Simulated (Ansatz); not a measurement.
System: C3H4F2O.

Input file:

```
crystal:
  periodic: [false, false, false]
  atoms:
    - { symbol: F, position_ang: [-1.1975, -1.312, 1.0504] }
    - { symbol: C, position_ang: [-0.2446, -0.3643, 1.1775] }
    - { symbol: C, position_ang: [0.4337, -0.2485, -0.1315] }
    - { symbol: O, position_ang: [1.1211, 1.0453, -0.3907] }
    - { symbol: C, position_ang: [-0.0607, 0.626, -1.2157] }
    - { symbol: F, position_ang: [0.2126, 0.2996, -2.508] }
    - { symbol: H, position_ang: [-0.6579, 0.5877, 1.5048] }
    - { symbol: H, position_ang: [0.4708, -0.7033, 1.9552] }
    - { symbol: H, position_ang: [2.04085, 1.25945, -0.09355] }
    - { symbol: H, position_ang: [-1.0087, 1.1413, -1.0845] }
basis:
  gaussian: { orbitals: "6-31G" }
hamiltonian:
  xc: revpbe
  dispersion: d4
relax:
  f_tol: 0.02
  max_steps: 50
output:
  orbitals: {}
```

Launched as:

```sh
ansatz run input.yaml --threads 1 --pin off --max-ram 2048MiB --backend cpu --events-out ev --progress --plain --runs-dir out
```

The fields are those of the relaxed geometry.

Level of theory: Ansatz 0.2.0, RKS revPBE-D4/6-31G.

Q: What will maps of the electron density and electron localisation function show?

A: C–C (1.46 Å): the density is about 1.8 e/Å³ at the midpoint; the ELF peaks at about 0.95 between the atoms (a covalent bond).
C–H (1.11 Å): the density is about 1.8 e/Å³ at the midpoint; the ELF climbs to about 1 towards the hydrogen, as it does in any bond to H: a covalent bond by its length.

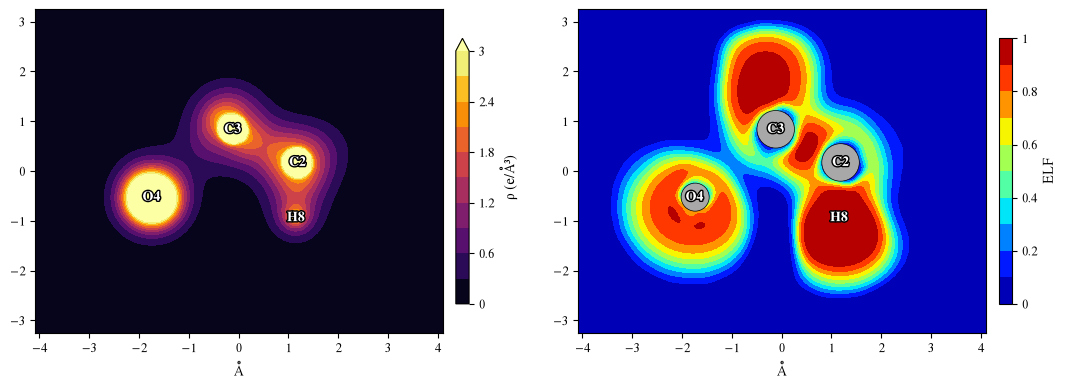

Computed electron density and electron localisation function on the plane of atoms C3, C2 and H8, in this order. Grey discs cover the atomic cores in the ELF map. 
